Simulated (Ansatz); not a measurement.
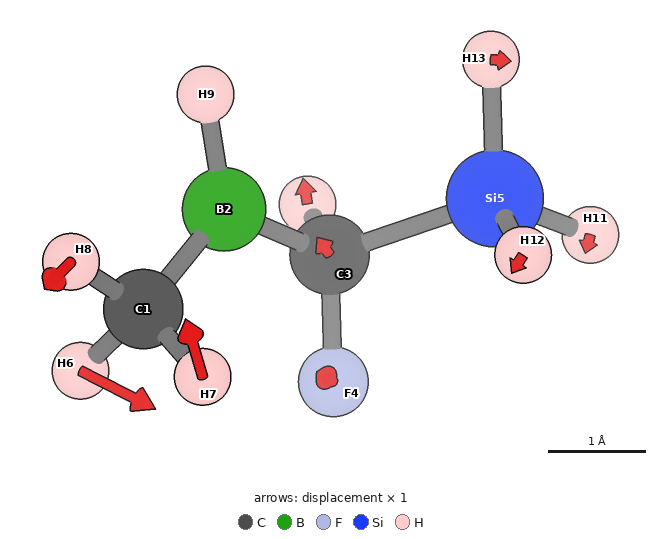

A relaxation of C₂H₈BFSi. The starting structure is drawn; red arrows show the displacements, at their true length. The two geometries are superimposed by the best rigid fit.

Style: ball-and-stick. Shown from a free direction.

The run prepares the start of a later molecular dynamics calculation, from a guessed geometry.

Computed with RKS PBE0-D4/6-31G in Ansatz 0.2.0. (no spin polarisation; force threshold 0.02 eV/Å; at most 40 steps)

Question: Atoms of which element are displaced furthest, and by how much?

Answer: Hydrogen: up to 0.94 Å, against 0.35 Å for fluorine.

Question: Describe the change and its energy.

Answer: The energy falls by 14.0 kcal/mol in 29 accepted moves (31 points after the start). Largest force component: 4.6 eV/Å at the start, 0.014 eV/Å at the end. The line search rejected the trial steps at points 13, 18 of the run. The forces were under the threshold at step 9, but the run went on from there. An H atom moves most after the best rigid fit: 0.94 Å. Largest moves by element: H 0.94 Å, F 0.35 Å, C 0.25 Å, Si 0.07 Å, B 0.05 Å. Some distances before and after: C–F 1.333 → 1.455 Å, C–H 1.169 → 1.093 Å, C–Si 1.886 → 1.954 Å, H–Si 1.433 → 1.499 Å. Bond angles that change, for instance: B–C–H 107.6° → 114.3°, H–C–H 103.8° → 109.7°, C–B–H 121.1° → 115.5°. Groups turn about B–C by about 50°.

Limits of the set-up: the basis has no polarisation functions, which atoms past neon need.
